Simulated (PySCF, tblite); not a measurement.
# ethyl isobutyl amine (C₆H₁₅N): a rotation path, then NMR shifts on frames, part 2 of 2

tblite 0.8.0 and PySCF 2.14.0. Atoms count from 0.

## Step 6: Nuclear shieldings: image 6, PBE0/pcSseg-1

The job: settings as JSON, then the geometry in Å.

```
{"job": {"kind": "nmr", "xc": "PBE0", "basis": "pcSseg-1", "pop": false}, "charge": 0, "multiplicity": 1}
C      2.783500     0.977200     0.727500
C      2.369300    -0.226200    -0.127500
N      1.043400    -0.159900    -0.706300
C     -0.047300    -0.274900     0.245700
C     -1.393800    -0.402700    -0.486400
C     -2.296800    -1.410500     0.222000
C     -2.088600     0.952900    -0.593900
H      2.701900     1.898000     0.153000
H      2.152300     1.063200     1.609300
H      3.813300     0.864500     1.054700
H      3.078200    -0.333800    -0.954500
H      2.420300    -1.135700     0.478600
H      0.945900     0.695000    -1.246300
H     -0.094700     0.572900     0.949000
H      0.141800    -1.180400     0.830200
H     -1.182200    -0.771900    -1.495600
H     -1.793200    -2.370600     0.310900
H     -2.552000    -1.057500     1.219700
H     -3.217800    -1.559100    -0.336600
H     -3.011400     0.869600    -1.164000
H     -2.335700     1.329300     0.397700
H     -1.446900     1.680100    -1.087800
```

Level: GIAO PBE0/pcSseg-1 NMR shielding, non-relativistic, gas phase.

What it wrote:

```text
coarse grid: 16880 points
cycle   1  E = -291.9134337370  dE =  4.864e-01  |g| = 4.764e-01  |ddm| = 3.827e+00
cycle   2  E = -291.9054612252  dE =  7.973e-03  |g| = 5.228e-01  |ddm| = 9.544e-01
cycle   3  E = -291.9747570842  dE = -6.930e-02  |g| = 4.193e-02  |ddm| = 5.111e-01
cycle   4  E = -291.9750145897  dE = -2.575e-04  |g| = 2.200e-02  |ddm| = 4.934e-02
cycle   5  E = -291.9751117754  dE = -9.719e-05  |g| = 5.648e-03  |ddm| = 2.187e-02
cycle   6  E = -291.9751183034  dE = -6.528e-06  |g| = 1.024e-03  |ddm| = 5.631e-03
final grid: 158824 points
cycle   7  E = -292.0171056447  dE = -5.678e-05  |g| = 1.048e-02  |ddm| = 3.380e-02
cycle   8  E = -292.0170976504  dE =  7.994e-06  |g| = 1.190e-02  |ddm| = 1.988e-02
cycle   9  E = -292.0171342457  dE = -3.660e-05  |g| = 4.606e-04  |ddm| = 1.083e-02
cycle  10  E = -292.0171342821  dE = -3.647e-08  |g| = 2.354e-04  |ddm| = 6.208e-04
cycle  11  E = -292.0171342943  dE = -1.219e-08  |g| = 4.125e-05  |ddm| = 2.021e-04
cycle  12  E = -292.0171342947  dE = -3.309e-10  |g| = 1.407e-05  |ddm| = 5.065e-05
converged SCF energy = -292.0171342947

GIAO shielding tensors (ppm)
atom      isotropic    diamagn.    paramagn.     s11        s22        s33       span
  0 C      169.850     248.923     -79.073    146.485    176.713    186.353     39.868
  1 C      137.697     243.103    -105.405    115.922    128.417    168.754     52.833
  2 N      202.416     322.339    -119.923    166.773    198.771    241.705     74.931
  3 C      124.895     249.473    -124.579    101.832    124.678    148.174     46.342
  4 C      151.419     246.150     -94.732    130.208    156.223    167.826     37.618
  5 C      161.089     247.204     -86.115    138.001    159.517    185.748     47.747
  6 C      162.004     248.159     -86.154    144.955    156.187    184.871     39.917
  7 H       31.255      30.379       0.876     27.621     29.476     36.668      9.048
  8 H       30.030      31.334      -1.304     25.378     30.305     34.406      9.028
  9 H       30.853      27.624       3.229     26.586     27.936     38.039     11.453
 10 H       28.473      29.299      -0.827     22.278     28.283     34.857     12.579
 11 H       29.130      30.780      -1.651     24.235     29.307     33.848      9.613
 12 H       31.803      36.713      -4.911     23.146     34.269     37.993     14.847
 13 H       28.746      35.116      -6.370     24.235     30.493     31.509      7.274
 14 H       29.719      34.998      -5.279     24.885     31.423     32.849      7.964
 15 H       30.030      33.237      -3.206     26.900     29.161     34.030      7.130
 16 H       30.526      30.494       0.032     26.033     28.708     36.838     10.806
 17 H       30.879      30.516       0.363     27.698     28.930     36.010      8.312
 18 H       30.663      29.226       1.437     26.238     28.069     37.683     11.445
 19 H       30.671      29.905       0.766     26.395     28.021     37.597     11.202
 20 H       31.064      31.292      -0.228     28.039     28.903     36.251      8.212
 21 H       30.509      31.981      -1.472     25.719     29.577     36.232     10.513
```

Wall time 26 s (1 thread of Arm Neoverse V1, shared host); peak memory 0.88 GiB.

This run: δ C3 62.0, C1 49.2, C4 35.5, C5 25.8, H10 3.24, H13 2.97 ppm.

## Step 7: Nuclear shieldings: image 8, PBE0/pcSseg-1

The job: settings as JSON, then the geometry in Å.

```
{"job": {"kind": "nmr", "xc": "PBE0", "basis": "pcSseg-1", "pop": false}, "charge": 0, "multiplicity": 1}
C      2.726200     0.867600     0.905200
C      2.360600    -0.035300    -0.279300
N      0.993000     0.061000    -0.745100
C     -0.017400    -0.382700     0.196300
C     -1.385100    -0.517500    -0.483800
C     -2.347000    -1.264900     0.437000
C     -1.965900     0.846100    -0.852700
H      2.509700     1.908600     0.669600
H      2.162800     0.587900     1.792400
H      3.786000     0.777800     1.129900
H      3.003700     0.212200    -1.129400
H      2.544600    -1.080100    -0.010600
H      0.798900     1.014800    -1.032800
H     -0.121200     0.281000     1.072100
H      0.294900    -1.366500     0.560300
H     -1.242800    -1.097200    -1.400900
H     -1.961700    -2.252800     0.679400
H     -2.484900    -0.713900     1.365500
H     -3.317700    -1.382200    -0.039200
H     -2.954000     0.727100    -1.292100
H     -2.058400     1.472400     0.033300
H     -1.334800     1.356100    -1.576200
```

With the program's defaults for keys left out, this is: GIAO PBE0/pcSseg-1 NMR shielding, non-relativistic, gas phase.

What it wrote:

```text
coarse grid: 16880 points
cycle   1  E = -291.9171686854  dE =  4.912e-01  |g| = 4.760e-01  |ddm| = 3.834e+00
cycle   2  E = -291.9089520618  dE =  8.217e-03  |g| = 5.233e-01  |ddm| = 9.640e-01
cycle   3  E = -291.9783454232  dE = -6.939e-02  |g| = 4.301e-02  |ddm| = 5.200e-01
cycle   4  E = -291.9786216396  dE = -2.762e-04  |g| = 2.219e-02  |ddm| = 5.223e-02
cycle   5  E = -291.9787214245  dE = -9.978e-05  |g| = 5.730e-03  |ddm| = 2.324e-02
cycle   6  E = -291.9787281539  dE = -6.729e-06  |g| = 1.045e-03  |ddm| = 5.840e-03
final grid: 158824 points
cycle   7  E = -292.0205743207  dE = -6.086e-05  |g| = 1.054e-02  |ddm| = 3.680e-02
cycle   8  E = -292.0205660758  dE =  8.245e-06  |g| = 1.200e-02  |ddm| = 2.012e-02
cycle   9  E = -292.0206033442  dE = -3.727e-05  |g| = 4.813e-04  |ddm| = 1.091e-02
cycle  10  E = -292.0206033861  dE = -4.188e-08  |g| = 2.293e-04  |ddm| = 6.390e-04
cycle  11  E = -292.0206033979  dE = -1.179e-08  |g| = 4.371e-05  |ddm| = 2.053e-04
cycle  12  E = -292.0206033983  dE = -3.988e-10  |g| = 1.248e-05  |ddm| = 5.473e-05
converged SCF energy = -292.0206033983

GIAO shielding tensors (ppm)
atom      isotropic    diamagn.    paramagn.     s11        s22        s33       span
  0 C      169.619     249.136     -79.517    147.091    175.890    185.876     38.784
  1 C      137.777     242.914    -105.137    115.493    129.623    168.214     52.721
  2 N      204.820     322.955    -118.135    182.038    195.953    236.468     54.429
  3 C      126.373     249.498    -123.125    105.236    123.235    150.648     45.412
  4 C      152.318     245.737     -93.419    138.856    154.206    163.891     25.036
  5 C      163.126     247.471     -84.345    141.954    158.576    188.848     46.894
  6 C      164.665     248.986     -84.321    147.900    159.320    186.775     38.874
  7 H       31.216      30.530       0.686     27.606     29.493     36.548      8.942
  8 H       30.008      31.333      -1.325     25.357     30.349     34.318      8.961
  9 H       30.819      27.652       3.167     26.624     27.849     37.985     11.361
 10 H       28.496      29.336      -0.840     22.324     28.261     34.904     12.581
 11 H       29.029      30.582      -1.553     23.931     29.108     34.050     10.119
 12 H       31.718      37.091      -5.373     22.237     34.720     38.197     15.960
 13 H       29.006      34.922      -5.916     24.160     30.785     32.073      7.913
 14 H       29.574      34.575      -5.001     24.778     31.421     32.522      7.744
 15 H       30.010      32.851      -2.841     26.853     28.367     34.811      7.957
 16 H       30.674      30.239       0.436     26.087     28.507     37.430     11.343
 17 H       30.986      30.638       0.348     27.552     29.220     36.188      8.636
 18 H       30.708      29.239       1.468     26.284     28.225     37.613     11.329
 19 H       30.704      30.181       0.523     26.308     28.237     37.567     11.259
 20 H       31.378      31.771      -0.393     28.309     29.139     36.687      8.379
 21 H       30.486      32.175      -1.690     25.330     29.933     36.194     10.863
```

Wall time 26 s (1 thread of Arm Neoverse V1, shared host); peak memory 0.88 GiB.

This run: δ C3 60.6, C1 49.1, C4 34.6, C5 23.8, H10 3.22, H13 2.71 ppm.

## Step 8: Run by run: NMR shifts

Shifts (ppm) of some atoms, chosen among heavy atoms and hydrogens apart, with basis size and wall time:

| frame | C3 | C4 | C6 | C5 | H13 | H16 | N2 | functions | time |
| --- | --- | --- | --- | --- | --- | --- | --- | --- | --- |
| image 0 | 59.6 | 34.7 | 23.1 | 22.4 | 3.34 | 2.34 | 66.1 | 194 | 35 s |
| image 2 | 61.8 | 35.4 | 24.8 | 24.5 | 3.20 | 1.86 | 66.9 | 194 | 26 s |
| image 4 | 62.4 | 35.5 | 26.1 | 26.2 | 3.07 | 1.48 | 66.8 | 194 | 26 s |
| image 6 | 62.0 | 35.5 | 24.9 | 25.8 | 2.97 | 1.19 | 65.3 | 194 | 26 s |
| image 8 | 60.6 | 34.6 | 22.3 | 23.8 | 2.71 | 1.04 | 62.9 | 194 | 26 s |

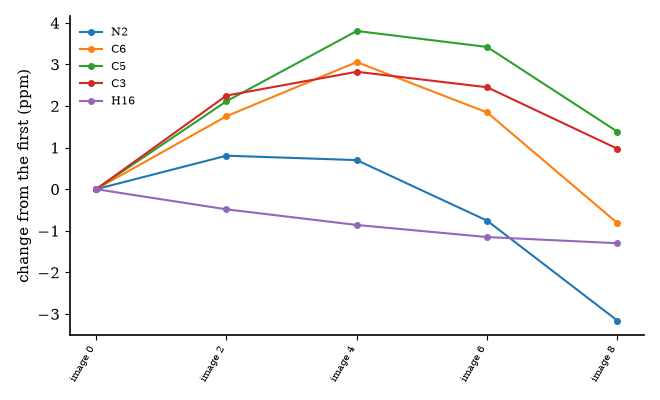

How five of the tabulated atoms move from run to run.

## Step 9: Summary of results

This closing draws on all 2 parts.

| quantity | value |
| --- | --- |
| barrier | 0.101 eV (2.3 kcal/mol) at image 4 |
| end to end (GFN2-xTB) | 0.025 eV |
| 13C shifts against TMS (PBE0/pcSseg-1, image 0) | 59.6, 48.8, 34.7, 23.1, 22.4, 17.1 ppm |
| 1H shifts against TMS (PBE0/pcSseg-1, image 0) | 3.34, 3.31, 2.60, 2.34, 1.77, 1.59, 1.20, 1.18, 1.08, 0.92, 0.87, 0.57, 0.53, 0.29 ppm and more |
| 15N shifts against NH3 (PBE0/pcSseg-1, image 0) | 66.1 ppm |
| surface potential, 1st and 99th percentile | -1.31 V and 1.06 V |
| range of the shift of N2 | 62.9 to 66.9 ppm |

What this shows: Along the band the dihedral turns by 107°, and the top (dihedral -123°) lies 2.3 kcal/mol above the start (GFN2-xTB, rough), so at room temperature this motion is fast. Ends this close can change order at a higher level. The top was not checked by a frequency run. Shifts at one fixed geometry are not the observed spectrum, which averages over the motion. In the first frame run (image 0): The widest tensor belongs to N2: span 88 ppm, with a paramagnetic part of -121 ppm. Across the 5 runs the shift of N2 moves most, between 62.9 (image 8) and 66.9 ppm (image 2).
